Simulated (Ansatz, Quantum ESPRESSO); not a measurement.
# Si3Bi (Pm-3m): zone-centre phonons, part 2 of 3

Wanted: the vibrations of Si3Bi (Pm-3m) at Γ, by two programs.

Quantum ESPRESSO 7.5; DFT LDA, scalar-relativistic, plane waves, PseudoDojo norm-conserving pseudopotentials.

So far. Step 2 (A probe with smearing): No gap opens on this mesh, so smearing is kept; the start stands at 4.8 GPa. Step 4 (Self-consistent run for the response): The cell stands at 0.092 GPa, close enough for phonons. The relaxed cell has a = 4.248 Å (conventional setting).

The structure was built from a prototype and need not be the compound's stable phase.

### Step 5. Zone-centre response

At q = 0 one unit cell holds all displacements; symmetry groups them into irreducible representations that are solved one by one. With smeared occupations no response to a homogeneous field can be asked.

The input, ph.in:

```
phonons
&inputph
   prefix = 'x'
   outdir = './tmp'
   fildyn = 'g.dyn'
   tr2_ph = 1.0d-18
   alpha_mix(1) = 0.4
   nmix_ph = 8
/
0.000000000000 0.000000000000 0.000000000000
```

Command:

```console
> OMP_NUM_THREADS=1 mpirun -n 4 ph.x -nk 4 -in ph.in > ph.out
```

Log:

```text
[banners, grids, parts of the stress and lines that vanish by symmetry left out]
[banner, memory and clock lines left out]
Program PHONON v.7.5

     ./tmp/x.save/

     IMPORTANT: XC functional enforced from input :
     Exchange-correlation= PW
                           (   1   4   0   0   0   0   0)
     Any further DFT definition will be discarded
     Please, verify this is what you really want

     G-vector sticks info

     Reading collected, re-writing distributed wavefunctions in ./tmp/

     Number and degeneracy of irreps per q-point
       N         xq(1)         xq(2)         xq(3)   N irreps
       1   0.000000000   0.000000000   0.000000000       4
        3   3   3   3

     Calculation of q =    0.0000000   0.0000000   0.0000000

     phonons

     bravais-lattice index     =            0
     lattice parameter (alat)  =       8.0268  a.u.
     unit-cell volume          =     517.1665 (a.u.)^3
     number of atoms/cell      =            4
     number of atomic types    =            2
     kinetic-energy cut-off    =      62.0000  Ry
     charge density cut-off    =     248.0000  Ry
     convergence threshold     =      1.0E-18
     beta                      =       0.4000
     number of iterations used =            8
     Exchange-correlation= PW
                           (   1   4   0   0   0   0   0)

     celldm(1)=    8.02682  celldm(2)=    0.00000  celldm(3)=    0.00000
     celldm(4)=    0.00000  celldm(5)=    0.00000  celldm(6)=    0.00000

     crystal axes: (cart. coord. in units of alat)
               a(1) = (  1.0000  0.0000  0.0000 )
               a(2) = (  0.0000  1.0000  0.0000 )
               a(3) = (  0.0000  0.0000  1.0000 )

     reciprocal axes: (cart. coord. in units 2 pi/alat)
               b(1) = (  1.0000  0.0000  0.0000 )
               b(2) = (  0.0000  1.0000  0.0000 )
               b(3) = (  0.0000  0.0000  1.0000 )

     Atoms inside the unit cell:

     Cartesian axes

     site n.  atom      mass           positions (alat units)
        1  Bi    208.9804   tau(    1) = (    0.00000    0.00000    0.00000  )
        2  Si     28.0850   tau(    2) = (    0.00000    0.50000    0.50000  )
        3  Si     28.0850   tau(    3) = (    0.50000    0.00000    0.50000  )
        4  Si     28.0850   tau(    4) = (    0.50000    0.50000    0.00000  )

     Computing dynamical matrix for
                    q = (   0.0000000   0.0000000   0.0000000 )

     49 Sym.Ops. (with q -> -q+G )

     G cutoff =  404.7425  (  34049 G-vectors)     FFT grid: ( 45, 45, 45)

     number of k points=    35  Marzari-Vanderbilt smearing, width (Ry)=  0.0200
                       cart. coord. in units 2pi/alat
        k(    1) = (   0.0000000   0.0000000   0.0000000), wk =   0.0039062
        k(    2) = (   0.0000000   0.0000000   0.1250000), wk =   0.0234375
        k(    3) = (   0.0000000   0.0000000   0.2500000), wk =   0.0234375
        [... further k-points left out ...]

     PseudoPot. # 1 for Bi read from file:
     ./pseudo/Bi.upf
     Pseudo is Norm-conserving + core correction, Zval = 15.0
     Using radial grid of 1454 points,  6 beta functions with:
                l(1) =   0
                l(2) =   0
                l(3) =   1
                l(4) =   1
                l(5) =   2
                l(6) =   2

     PseudoPot. # 2 for Si read from file:
     ./pseudo/Si.upf
     Pseudo is Norm-conserving + core correction, Zval =  4.0
     Using radial grid of 1510 points,  6 beta functions with:
                l(1) =   0
                l(2) =   0
                l(3) =   1
                l(4) =   1
                l(5) =   2
                l(6) =   2

     Mode symmetry, O_h (m-3m)  point group:

     Atomic displacements:
     There are    4 irreducible representations

     Representation     1      3 modes -  To be done

     Representation     2      3 modes -  To be done

     Representation     3      3 modes -  To be done

     Representation     4      3 modes -  To be done

     Alpha used in Ewald sum =   2.4000

     Representation #   1 modes #   1   2   3

     Self-consistent Calculation
      iter #   1   av.it.:   5.4
      thresh= 1.000E-02 alpha_mix =  0.400 |ddv_scf|^2 =  1.148E-07
      iter #   2   av.it.:  13.6
      thresh= 3.389E-05 alpha_mix =  0.400 |ddv_scf|^2 =  2.351E-09
      iter #   3   av.it.:  14.0
      thresh= 4.849E-06 alpha_mix =  0.400 |ddv_scf|^2 =  1.335E-10
      iter #   4   av.it.:  14.0
      thresh= 1.155E-06 alpha_mix =  0.400 |ddv_scf|^2 =  1.386E-11
      iter #   5   av.it.:  14.1
      thresh= 3.723E-07 alpha_mix =  0.400 |ddv_scf|^2 =  1.701E-13
      iter #   6   av.it.:  14.4
      thresh= 4.124E-08 alpha_mix =  0.400 |ddv_scf|^2 =  1.194E-14
      iter #   7   av.it.:  14.4
      thresh= 1.093E-08 alpha_mix =  0.400 |ddv_scf|^2 =  4.296E-16
      iter #   8   av.it.:  14.4
      thresh= 2.073E-09 alpha_mix =  0.400 |ddv_scf|^2 =  1.234E-17
      iter #   9   av.it.:  14.3
      thresh= 3.513E-10 alpha_mix =  0.400 |ddv_scf|^2 =  3.300E-19

     End of self-consistent calculation

     Convergence has been achieved

     Representation #   2 modes #   4   5   6

     Self-consistent Calculation
      iter #   1   av.it.:   3.9
      thresh= 1.000E-02 alpha_mix =  0.400 |ddv_scf|^2 =  2.643E-08
      iter #   2   av.it.:  13.3
      thresh= 1.626E-05 alpha_mix =  0.400 |ddv_scf|^2 =  7.169E-10
      iter #   3   av.it.:  13.9
      thresh= 2.678E-06 alpha_mix =  0.400 |ddv_scf|^2 =  1.048E-10
      iter #   4   av.it.:  13.1
      thresh= 1.024E-06 alpha_mix =  0.400 |ddv_scf|^2 =  1.068E-11
      iter #   5   av.it.:  13.9
      thresh= 3.268E-07 alpha_mix =  0.400 |ddv_scf|^2 =  7.207E-14
[...]
End of self-consistent calculation

     Convergence has been achieved

     Representation #   3 modes #   7   8   9

     Self-consistent Calculation
[...]
End of self-consistent calculation

     Convergence has been achieved

     Representation #   4 modes #  10  11  12

     Self-consistent Calculation
      iter #   1   av.it.:   4.2
      thresh= 1.000E-02 alpha_mix =  0.400 |ddv_scf|^2 =  4.811E-09
      iter #   2   av.it.:  13.4
      thresh= 6.936E-06 alpha_mix =  0.400 |ddv_scf|^2 =  6.068E-10
      iter #   3   av.it.:  13.6
      thresh= 2.463E-06 alpha_mix =  0.400 |ddv_scf|^2 =  3.313E-11
      iter #   4   av.it.:  14.0
      thresh= 5.756E-07 alpha_mix =  0.400 |ddv_scf|^2 =  5.819E-14
      iter #   5   av.it.:  13.8
      thresh= 2.412E-08 alpha_mix =  0.400 |ddv_scf|^2 =  2.044E-14
      iter #   6   av.it.:  14.6
      thresh= 1.430E-08 alpha_mix =  0.400 |ddv_scf|^2 =  6.976E-17
      iter #   7   av.it.:  14.8
      thresh= 8.352E-10 alpha_mix =  0.400 |ddv_scf|^2 =  4.669E-19

     End of self-consistent calculation

     Convergence has been achieved

     Number of q in the star =    1
     List of q in the star:
          1   0.000000000   0.000000000   0.000000000

     Diagonalizing the dynamical matrix

     q = (    0.000000000   0.000000000   0.000000000 )

 **************************************************************************
     freq (    1) =      -5.476379 [THz] =    -182.672339 [cm-1]
     freq (    2) =      -5.476379 [THz] =    -182.672339 [cm-1]
     freq (    3) =      -5.476379 [THz] =    -182.672339 [cm-1]
     freq (    4) =      -1.443114 [THz] =     -48.137087 [cm-1]
     freq (    5) =      -1.443114 [THz] =     -48.137087 [cm-1]
     freq (    6) =      -1.443114 [THz] =     -48.137087 [cm-1]
     freq (    7) =       0.025087 [THz] =       0.836804 [cm-1]
     freq (    8) =       0.025087 [THz] =       0.836804 [cm-1]
     freq (    9) =       0.025087 [THz] =       0.836804 [cm-1]
     freq (   10) =       5.214819 [THz] =     173.947648 [cm-1]
     freq (   11) =       5.214819 [THz] =     173.947648 [cm-1]
     freq (   12) =       5.214819 [THz] =     173.947648 [cm-1]
 **************************************************************************

     Mode symmetry, O_h (m-3m)  point group:

     freq (   1-   3) =       -182.7  [cm-1]   --> T_1u G_15  G_4- I
     freq (   4-   6) =        -48.1  [cm-1]   --> T_2u G_25  G_5-
     freq (   7-   9) =          0.8  [cm-1]   --> T_1u G_15  G_4- I
     freq (  10-  12) =        173.9  [cm-1]   --> T_1u G_15  G_4- I
```

Run time: 6.2 min. Hardware: 4 MPI ranks of Arm Neoverse V2, shared host.

Read from the output:

| Property | Result |
| --- | --- |
| largest acoustic frequency at the zone centre before the sum rule | 0.84 cm⁻¹ |
| highest optical zone-centre mode (no LO-TO term) | 173.9 cm⁻¹ |
| lowest optical zone-centre mode | -182.7 cm⁻¹ |

The acoustic modes at Γ come out as far as 0.8 cm⁻¹ from zero, where they should vanish, a small numerical error. The lowest optical mode is imaginary, 183i cm⁻¹, an instability at this level and on this k mesh.

### Step 6. Modes with the sum rule

A rigid shift of the crystal must cost nothing, but grids and finite bases break this; the acoustic sum rule is imposed before the matrix is diagonalised again.

The input, dynmat.in:

```
&input
   fildyn = 'g.dyn'
   asr = 'simple'
   fileig = 'dynmat.eig'
/
```

Command:

```console
> dynmat.x -in dynmat.in > dynmat.out
```

Log:

```text
[banner, memory and clock lines left out]
Program DYNMAT v.7.5

     Reading Dynamical Matrix from file g.dyn
     ...Force constants read
     ...epsilon and Z* not read (not found on file)
     A direction for q was not specified:TO-LO splitting will be absent

     Polarizability (A^3 units)
     multiply by 1.000000 for Clausius-Mossotti correction
         0.000000    0.000000    0.000000
         0.000000    0.000000    0.000000
         0.000000    0.000000    0.000000

     IR activities are in (D/A)^2/amu units

# mode   [cm-1]    [THz]      IR
    1   -182.67   -5.4764    0.0000
    2   -182.67   -5.4764    0.0000
    3   -182.67   -5.4764    0.0000
    4    -48.18   -1.4443    0.0000
    5    -48.18   -1.4443    0.0000
    6    -48.18   -1.4443    0.0000
    7     -0.00   -0.0000    0.0000
    8      0.00    0.0000    0.0000
    9      0.00    0.0000    0.0000
   10    173.94    5.2146    0.0000
   11    173.94    5.2146    0.0000
   12    173.94    5.2146    0.0000

[end of the log left out, with the tail of the file of modes that dynmat.x writes under the same name]
```

Wall time 0.51 s (1 thread).

Unit eigenvectors of the mass-weighted matrix after the sum rule; no LO-TO term. Modes at Γ, with each element's share of the kinetic energy (negative means imaginary):

| mode | frequency (cm⁻¹) | Bi % | Si % |
| --- | --- | --- | --- |
| 1 | -182.7 | 6 | 94 |
| 2 | -182.7 | 6 | 94 |
| 3 | -182.7 | 6 | 94 |
| 4 | -48.2 | 0 | 100 |
| 5 | -48.2 | 0 | 100 |
| 6 | -48.2 | 0 | 100 |
| 7 | 0.0 | 71 | 29 |
| 8 | 0.0 | 71 | 29 |
| 9 | 0.0 | 71 | 29 |
| 10 | 173.9 | 22 | 78 |
| 11 | 173.9 | 22 | 78 |
| 12 | 173.9 | 22 | 78 |

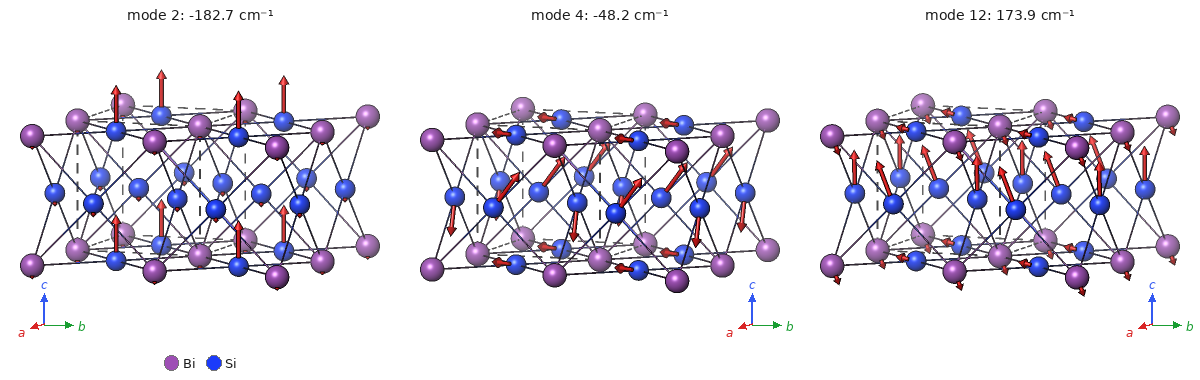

Displacement patterns of modes 2, 4 and 12 at Γ; arrows are exaggerated. 2×2×1 cells are drawn. Some periodic images of atoms are drawn too.

The rule moves no optical mode by more than 0.1 cm⁻¹.

### Step 7. Sum rules set otherwise: a sum rule for molecules or wires on a crystal

This rule also removes rotations, which suits wires and not a crystal; it is tried to see the harm.

The input, dynmat.in:

```
&input
   fildyn = 'g.dyn'
   asr = 'one-dim'
   fileig = 'dynmat.eig'
/
```

Command:

```console
> dynmat.x -in dynmat.in > dynmat.out
```

Log:

```text
[banner, memory and clock lines left out]
Program DYNMAT v.7.5

     Reading Dynamical Matrix from file g.dyn
     ...Force constants read
     ...epsilon and Z* not read (not found on file)
asr rotation axis in 1D system=    3
     Acoustic Sum Rule: || Z*(ASR) - Z*(orig)|| =    0.000000E+00
     Acoustic Sum Rule: ||dyn(ASR) - dyn(orig)||=    1.018174E-01
     A direction for q was not specified:TO-LO splitting will be absent

     Polarizability (A^3 units)
     multiply by 1.000000 for Clausius-Mossotti correction
         0.000000    0.000000    0.000000
         0.000000    0.000000    0.000000
         0.000000    0.000000    0.000000

     IR activities are in (D/A)^2/amu units

# mode   [cm-1]    [THz]      IR
    1   -182.67   -5.4763    0.0000
    2   -182.67   -5.4763    0.0000
    3   -152.53   -4.5728    0.0000
    4    -48.14   -1.4431    0.0000
    5    -48.14   -1.4431    0.0000
    6     -0.00   -0.0000    0.0000
    7     -0.00   -0.0000    0.0000
    8      0.00    0.0000    0.0000
    9      0.00    0.0000    0.0000
   10    173.94    5.2146    0.0000
   11    173.94    5.2146    0.0000
   12    190.64    5.7153    0.0000

[end of the log left out, with the tail of the file of modes that dynmat.x writes under the same name]
```

Elapsed: 0.5 s, on 1 thread.

The program raised no error, yet the settings are not those of a careful run.

The fault: a sum rule for molecules or wires on a crystal; 1 optical mode is projected out to zero frequency, as if it were a rotation.

For a crystal the rule has to be 'simple' or 'crystal'.

Zone-centre frequencies as printed; negative means imaginary. Modes:

| mode | frequency (cm⁻¹) |
| --- | --- |
| 1 | -182.7 |
| 2 | -182.7 |
| 3 | -152.5 |
| 4 | -48.14 |
| 5 | -48.14 |
| 6 | 0 |
| 7 | 0 |
| 8 | 0 |
| 9 | 0 |
| 10 | 173.9 |
| 11 | 173.9 |
| 12 | 190.6 |

(Continued in part 3 of 3.)

[Host names and launcher messages were left out of these logs when they were recorded.]

[Logs are printed without paths, hosts, clocks, repeated set-up lines and the standing remarks that a program may print on its own settings, such as how far it seeks lower states.]

[Hosts, paths, dates, database ids (printed as entryN), source tags and the programs' standing remarks are cut or masked in the printed files.]
